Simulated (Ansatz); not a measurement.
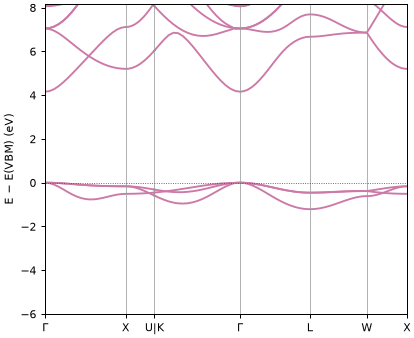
Band structure from the program Ansatz at the LDA level (PAW)

Q: Read off the gap and where the band edges lie.

A: About 4.2 eV (4.16 eV by a search for the band edges); maximum at Γ, minimum at Γ.

The material is RbBr (rock salt, Fm-3m).

The cell was relaxed with LDA under the symmetry of its start; phonons on a q-mesh show no instability. Scalar-relativistic: spin–orbit coupling is off unless named, which matters more the heavier the elements.

Potentials: the later of the program's two PAW sets.
